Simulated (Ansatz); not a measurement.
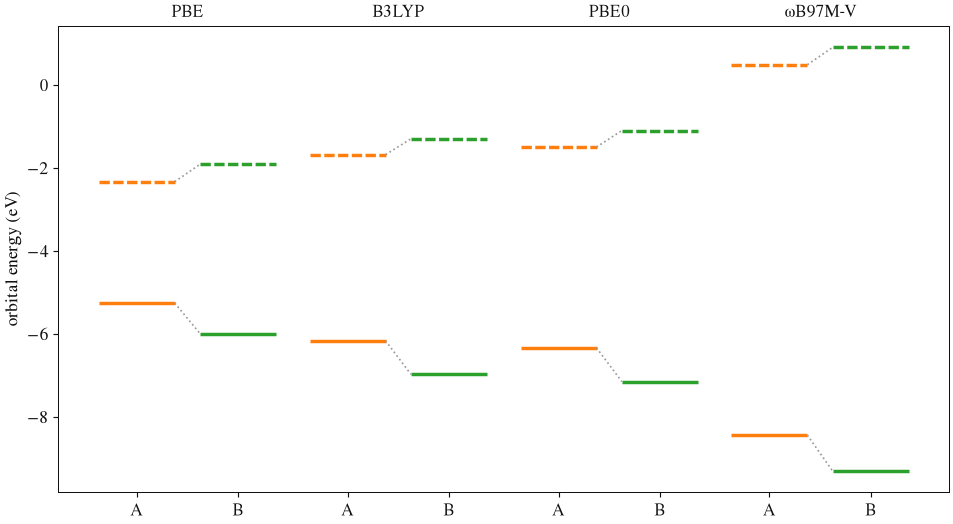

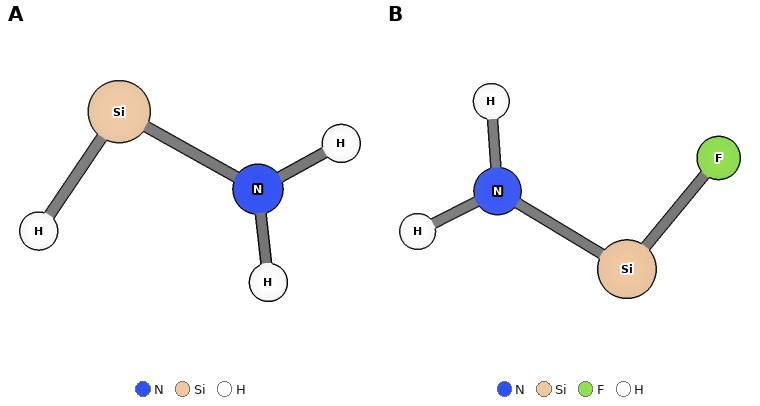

One change: A, SiNH₃ (SMILES N[SiH]), becomes B, SiNH₂F (SMILES N[Si]F). H on Si is replaced by F. HOMO (solid) and LUMO (dashed) computed in def2-TZVPP at PBE0-D4/def2-TZVP geometries, both minima by their frequencies, gas phase, the Ansatz code 0.2.0. Empty levels above zero depend strongly on the basis.

What does the change do to HOMO and LUMO?

Answer. PBE: the HOMO falls by 0.73 eV, the LUMO rises by 0.42 eV, and the separation goes from 2.93 to 4.08 eV. B3LYP: the HOMO falls by 0.81 eV, the LUMO rises by 0.38 eV, and the separation goes from 4.48 to 5.68 eV. PBE0: the HOMO falls by 0.81 eV, the LUMO rises by 0.40 eV, and the separation goes from 4.84 to 6.05 eV. ωB97M-V: the HOMO falls by 0.87 eV, the LUMO rises by 0.42 eV, and the separation goes from 8.93 to 10.21 eV.

Do the functionals agree on the effect?

Answer. They agree on the direction for both levels; the HOMO shift lies between −0.87 and −0.73 eV and the LUMO shift between 0.38 and 0.42 eV, while the separations themselves differ by up to 6.1 eV between functionals.
